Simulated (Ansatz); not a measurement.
**triplet SiN2H5OF at 6 levels**

We compute a comparison of 6 runs (U-r2SCAN/cc-pVDZ, U-wB97X/cc-pVDZ, UCAM-B3LYP/cc-pVDZ, UPBE/cc-pVDZ, UPBE0/cc-pVDZ, RPA@PBE0/cc-pVDZ) of triplet SiN2H5OF. 

The calculation is run with Ansatz 0.2.0.

122 further runs of the same task are left out: 122 set aside as unsound or not needed. Runs told in other sessions of the task aren't counted.

## (1) The molecule

The species is SiN2H5OF (10 atoms), meant as a triplet with charge 0. As SMILES of the parent species, `N[Si](N)(O)F`. The shape is that of a PBE0-D4/def2-TZVP optimisation. This is one conformer, not always the lowest. That shape belongs to the parent species and isn't relaxed for this state.

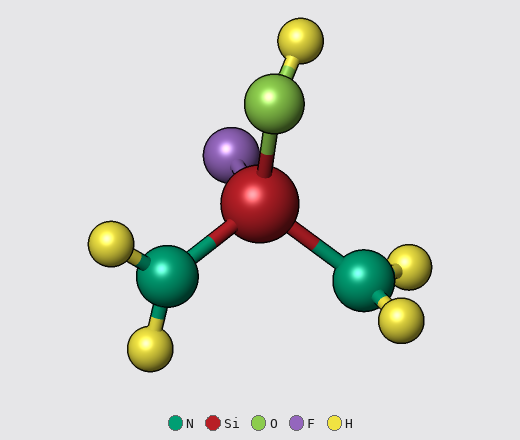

Viewed from a chosen angle; nitrogen teal, silicon red, oxygen green, fluorine purple, hydrogen yellow.

## (2) The energy at U-r2SCAN/cc-pVDZ (run 1)

The input, molecule.yaml:

```yaml
basis:
  gaussian: {orbitals: cc-pVDZ}
crystal:
  periodic: [false, false, false]
  atoms:
    - {symbol: N, position_ang: [-0.415800, 1.495400, -0.024800]}
    - {symbol: Si, position_ang: [0.063400, -0.096400, -0.298300]}
    - {symbol: "N", position_ang: [-0.488700, -1.065100, 0.977800]}
    - {symbol: O, position_ang: [1.671000, 0.022600, -0.585100]}
    - {symbol: F, position_ang: [-0.553900, -0.827100, -1.586600]}
    - {symbol: H, position_ang: [-1.328300, 1.723100, 0.327300]}
    - {symbol: H, position_ang: [0.046600, 2.272000, -0.464100]}
    - {symbol: H, position_ang: [-0.741200, -2.027100, 0.831100]}
    - {symbol: H, position_ang: [-0.238900, -0.873700, 1.932500]}
    - {symbol: H, position_ang: [2.068800, -0.674900, -1.106900]}
magnetization: {spin_polarized: true, initial_magnetization: 2}
hamiltonian: {xc: r2scan}
accuracy: high
output: {orbitals: {seedname: orbitals}}
```

Command:

```console
$ ansatz run molecule.yaml --threads 1 --pin off --max-ram 3480MiB --events-out events.jsonl --progress --plain --runs-dir runs
```

Log:

```text
Warning: RAYON_NUM_THREADS=1 ignored (pool sized by the plan → 1); use --threads N
Functional definition: r2SCAN
  name "r2SCAN"
  parameter k0 = 0.174
  parameter k1 = 0.065
  parameter a1 = 4.9479
  exchange = r2scan_x(k0 = k0, k1 = k1, a1 = a1)
  correlation = r2scan_c
2290 factors; integrals over basis functions are off by at most 3.9e-9 eV
mean field evaluation 1: about -15684.7486 eV, gradient 5.6e1 eV
mean field evaluation 2: about -15662.1707 eV, gradient 8.7e1 eV
mean field evaluation 4: about -15692.4919 eV, gradient 2.4e1 eV
mean field evaluation 8: about -15696.0750 eV, gradient 8.2e0 eV
mean field evaluation 16: about -15696.5221 eV, gradient 1.9e-2 eV
mean field evaluation 32: about -15696.5221 eV, gradient 8.6e-8 eV
mean field evaluation 64: about -15696.3682 eV, gradient 1.6e-2 eV
mean field -15696.52207167 eV, -576.8365466491 hartree, gradient 8.6e-8 eV, S^2 2.004676; 6 other end points of the search recorded, 0 dependent functions left out
reference -15696.52207396 eV, -576.8365467332 hartree; 26, 24 occupied and 73, 75 virtual orbitals, 2290 factors
Total energy: -15696.52207396 eV, -576.8365467332 hartree
```

Wall time 85 s (1 thread of Arm Neoverse V2, shared host); peak memory 0.54 GiB.

## (3) A single-point energy at U-wB97X/cc-pVDZ (run 2)

The input, in.yaml:

```yaml
crystal:
  periodic: [false, false, false]
  atoms:
    - symbol: N
      position_ang: [-0.415800, 1.495400, -0.024800]
    - symbol: Si
      position_ang: [0.063400, -0.096400, -0.298300]
    - symbol: N
      position_ang: [-0.488700, -1.065100, 0.977800]
    - symbol: O
      position_ang: [1.671000, 0.022600, -0.585100]
    - symbol: F
      position_ang: [-0.553900, -0.827100, -1.586600]
    - symbol: H
      position_ang: [-1.328300, 1.723100, 0.327300]
    - symbol: H
      position_ang: [0.046600, 2.272000, -0.464100]
    - symbol: H
      position_ang: [-0.741200, -2.027100, 0.831100]
    - symbol: H
      position_ang: [-0.238900, -0.873700, 1.932500]
    - symbol: H
      position_ang: [2.068800, -0.674900, -1.106900]
basis:
  gaussian:
    orbitals: cc-pVDZ
magnetization:
  spin_polarized: true
  initial_magnetization: 2
hamiltonian:
  xc: {name: wB97X}
accuracy: high
output:
  orbitals: {seedname: orbitals}
```

Command:

```console
$ ansatz run in.yaml --threads 1 --pin off --max-ram 3480MiB --events-out events.jsonl --progress --plain --runs-dir runs
```

Log:

```text
Warning: RAYON_NUM_THREADS=1 ignored (pool sized by the plan → 1); use --threads N
Functional definition: wB97X
  name "wB97X"
  parameter omega = 0.3/bohr
  parameter cx = 0.157706
  parameter cx1 = 0.726479
  parameter cx2 = 1.04760
  parameter cx3 = -5.70635
  parameter cx4 = 13.2794
  parameter css1 = -4.33879
  parameter css2 = 18.2308
  parameter css3 = -31.7430
  parameter css4 = 17.2901
  parameter cos1 = 2.37031
  parameter cos2 = -11.3995
  parameter cos3 = 6.58405
  parameter cos4 = -3.78132
  exchange = spin_sum(e_x_unif_sr(omega)*poly(b97_u_x, 1 - cx, cx1, cx2, cx3, cx4)) + cx*exact_x_sr(omega)
      + exact_x_lr(omega)
  correlation = spin_sum(e_c_pw_same_spin*poly(b97_u_same, 1, css1, css2, css3, css4))
      + integral(e_c_pw_opposite_spin*poly(b97_u_opposite, 1, cos1, cos2, cos3, cos4))
2290 factors; integrals over basis functions are off by at most 3.9e-9 eV
381 factors; integrals over basis functions are off by at most 2.5e-9 eV
mean field evaluation 1: about -15689.1356 eV, gradient 4.6e1 eV
mean field evaluation 2: about -15687.6910 eV, gradient 5.2e1 eV
mean field evaluation 4: about -15697.6620 eV, gradient 2.4e0 eV
mean field evaluation 8: about -15698.1477 eV, gradient 5.2e-1 eV
mean field evaluation 16: about -15698.1727 eV, gradient 1.5e-2 eV
mean field evaluation 32: about -15698.1727 eV, gradient 2.2e-5 eV
mean field -15698.17266522 eV, -576.8972048431 hartree, gradient 9.6e-8 eV, S^2 2.003239; 0 other end points of the search recorded, 0 dependent functions left out
reference -15698.17266344 eV, -576.8972047778 hartree; 26, 24 occupied and 73, 75 virtual orbitals, 2290 factors
Total energy: -15698.17266344 eV, -576.8972047778 hartree
```

Run time: 1.9 min. Hardware: 1 thread of Arm Neoverse V2, shared host; peak memory 1 GiB.

Runs 3 to 5 aren't shown in full; the table further down has their settings and results.

## (4) The energy at RPA@PBE0/cc-pVDZ (run 6)

molecule.yaml, as its differences from that of step 2:

```diff
@@ -16,4 +16,4 @@
 magnetization: {spin_polarized: true, initial_magnetization: 2}
-hamiltonian: {xc: r2scan}
+hamiltonian: {xc: {name: PBE0}}
+correlation: {method: rpa, frozen_orbitals: {F: 1, H: 0, "N": 1, O: 1, Si: 5}}
 accuracy: high
-output: {orbitals: {seedname: orbitals}}
```

Command:

```console
$ ansatz run molecule.yaml --threads 1 --pin off --max-ram 3480MiB --events-out events.jsonl --progress --plain --runs-dir runs
```

Log:

```text
Warning: RAYON_NUM_THREADS=1 ignored (pool sized by the plan → 1); use --threads N
Functional definition: PBE0
  name "PBE0"
  parameter a = 0.25
  parameter kappa = 0.804
  parameter beta = 0.06672455060314922
  exchange = (1 - a)*pbe_x(kappa = kappa, mu = beta*pi^2/3) + a*exact_x
  correlation = pbe_c(beta = beta)
2290 factors; integrals over basis functions are off by at most 3.9e-9 eV
mean field evaluation 1: about -15678.7860 eV, gradient 5.1e1 eV
mean field evaluation 2: about -15679.0095 eV, gradient 5.1e1 eV
mean field evaluation 4: about -15684.3364 eV, gradient 2.8e1 eV
mean field evaluation 8: about -15689.1076 eV, gradient 2.3e0 eV
mean field evaluation 16: about -15689.2771 eV, gradient 2.3e-1 eV
mean field evaluation 32: about -15689.2779 eV, gradient 1.3e-5 eV
mean field evaluation 64: about -15661.0037 eV, gradient 5.7e1 eV
mean field evaluation 96: about -15689.1355 eV, gradient 2.0e-5 eV
mean field -15689.27793567 eV, -576.5703295614 hartree, gradient 3.2e-8 eV, S^2 2.003295; 4 other end points of the search recorded, 0 dependent functions left out
9 core orbitals not correlated: weight in the atoms' cores, before any rotation towards them, 1.000 or more for the frozen orbitals, at most 0.000 for the correlated occupied ones
reference -15645.38413256 eV, -574.9572620494 hartree; 17, 15 occupied and 73, 75 virtual orbitals, 2290 factors
Total energy: -15675.63872766 eV, -576.0690979118 hartree
```

Wall time 65 s (1 thread of Arm Neoverse V2, shared host); peak memory 0.67 GiB.

## (5) The series

```tsv
run	level	frozen core orbitals	energy (Eh)	HOMO energy (eV)	⟨S²⟩	wall time
1	U-r2SCAN/cc-pVDZ	–	-576.836547	-0.69	2.005	85 s
2	U-wB97X/cc-pVDZ	–	-576.897205	-2.67	2.003	1.9 min
3	UCAM-B3LYP/cc-pVDZ	–	-576.896376	-2.11	2.003	32 s
4	UPBE/cc-pVDZ	–	-576.543674	-0.41	2.002	35 s
5	UPBE0/cc-pVDZ	–	-576.570330	-1.25	2.003	31 s
6	RPA@PBE0/cc-pVDZ	9	-576.069098	–	2.003	65 s
```

## (6) Summary of results

```
                                quantity          value
                     run 6: total energy  -576.06910 Eh
 run 6: RPA correlation energy (valence)    -1111.8 mEh
run 6: ⟨S²⟩ of the reference determinant          2.003
```

**Reading.** Totals of different functionals can't be ranked against each other. All runs together took 6 min, the longest 1.9 min.
